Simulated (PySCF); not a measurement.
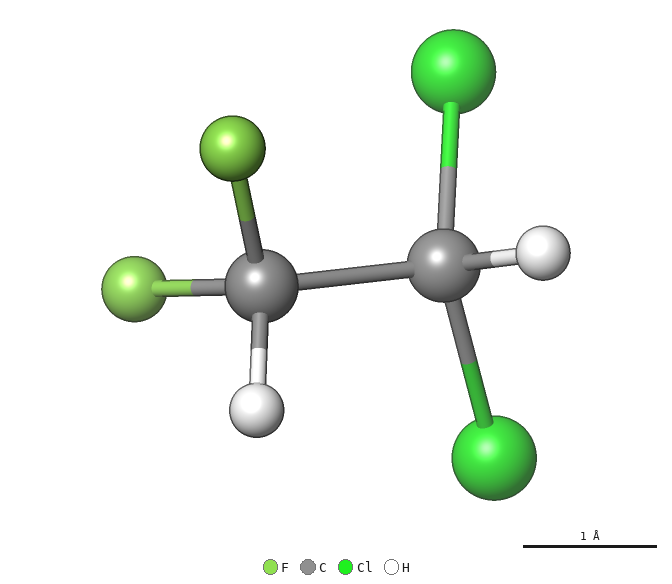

Ball-and-stick drawing of a structure.

Computed geometry: PBE0-D3(BJ)/def2-SVP optimisation. No frequency run is at hand to confirm it as a minimum.

Describe the molecule.

The molecule is C₂H₂Cl₂F₂. SMILES: `FC(F)C(Cl)Cl`. It has no ring. Among its groups: C–F bond, C–Cl bond. The point group is C1. Coordination: 2 C tetrahedral.

The parts below concern this one geometry. Atoms keep their numbers from picture to picture.

**Shape**

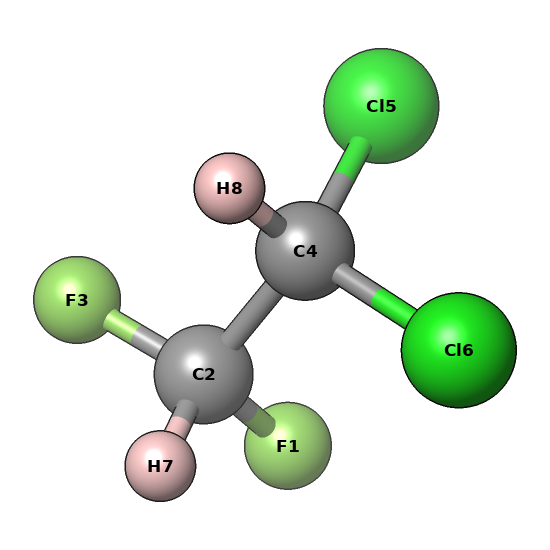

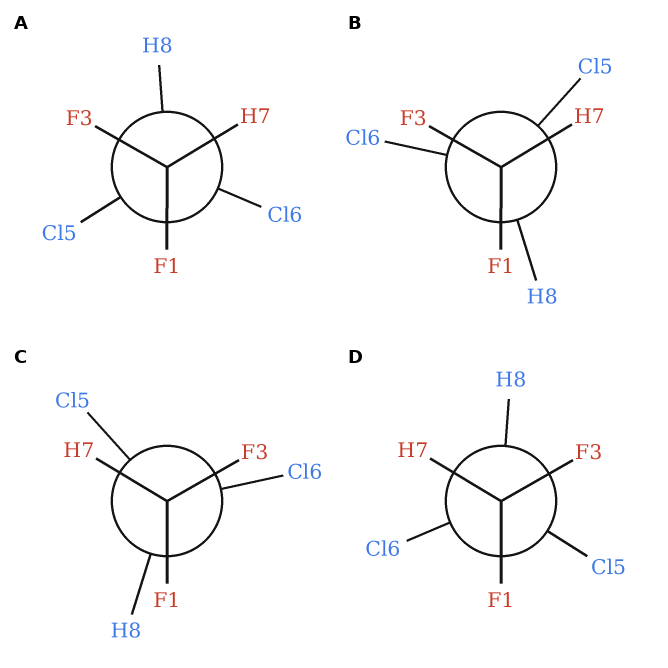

Depth is shown by fading: the farther an atom, the more it takes the colour of the background. Bonds that would overlap in a projection are set slightly apart. No frequency run is at hand to confirm it as a minimum.

Which Newman projection shows the view along C2–C4, with C2 in front?

Answer. A. The torsion angle F1–C2–C4–Cl5 is 57°, synclinal (gauche).

**NMR shielding**

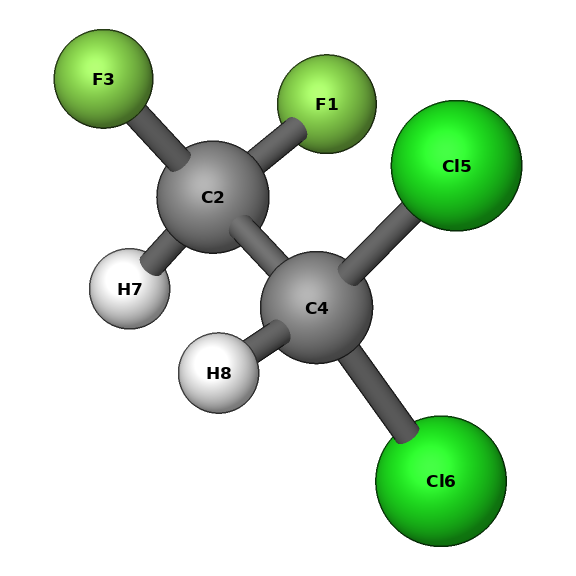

No frequency run is at hand to confirm it as a minimum. Properties computed with GIAO PBE0/pcSseg-1 NMR shielding, non-relativistic, IEF-PCM chloroform (PySCF 2.14.0). Principal shieldings σ11 ≤ σ22 ≤ σ33, span Ω = σ33 − σ11, skew κ = 3(σiso − σ22)/Ω.

Give the shielding tensors of the Cl atoms.

| atom | σ11 | σ22 | σ33 | σiso | Ω | κ |
| --- | --- | --- | --- | --- | --- | --- |
| Cl5 | 514.5 | 728.9 | 1049.4 | 764.3 | 534.9 | 0.20 |
| Cl6 | 456.9 | 676.9 | 1038.1 | 723.9 | 581.2 | 0.24 |

Shieldings and span in ppm.

**Electronic properties**

No frequency run is at hand to confirm it as a minimum. Level of theory: CAM-B3LYP/def2-SVPD in cyclohexane (IEF-PCM) (PySCF 2.14.0). Excitations: vertical, linear response.

Give the HOMO energy (Kohn–Sham orbital) at this level.

Answer. −10.55 eV.

What is the lowest vertical singlet excitation?

Answer. 7.14 eV.

What is the mean static polarisability?

Answer. 60.7 bohr³.

Estimate the dipole moment.

Answer. 2.43 D.

**Quadrupole coupling**

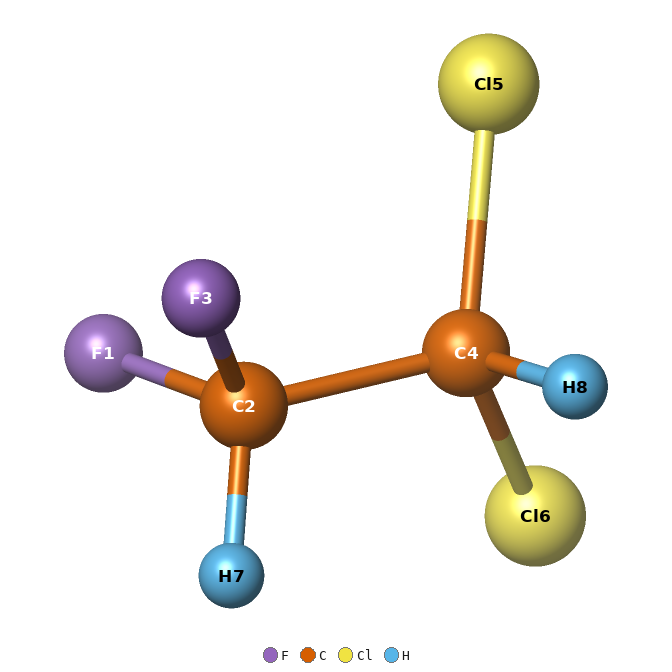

No frequency run is at hand to confirm it as a minimum. Electric field gradients from the ground-state density, PBE0/pcSseg-1 in chloroform (IEF-PCM) (PySCF 2.14.0), non-relativistic apart from any core potentials.

Give the largest field-gradient component, the quadrupole coupling constant and the asymmetry for 35Cl at Cl5 (Q = −81.7 mb), 35Cl at Cl6 (Q = −81.7 mb), 2H at H7 (Q = 2.86 mb), 2H at H8 (Q = 2.86 mb).

```tsv
atom	V_zz (a.u.)	e²qQ/h (MHz)	η
Cl5	4.212	−80.9	0.05
Cl6	4.192	−80.5	0.05
H7	0.253	0.170	0.02
H8	0.270	0.181	0.02
```

**Charges**

The questions are on ESP-fitted charges. No frequency run is at hand to confirm it as a minimum. Properties computed with PBE0/pcSseg-1 in chloroform (IEF-PCM) (PySCF 2.14.0).

Which atom carries the highest charge (most positive or least negative)?

Answer. C2 (0.38 e).

And the lowest?

Answer. C4 (−0.52 e).

List the ESP-fitted charges.

```csv
atom,value (e)
F1,−0.17
C2,0.38
F3,−0.19
C4,−0.52
Cl5,0.02
Cl6,0.00
H7,0.14
H8,0.34
```
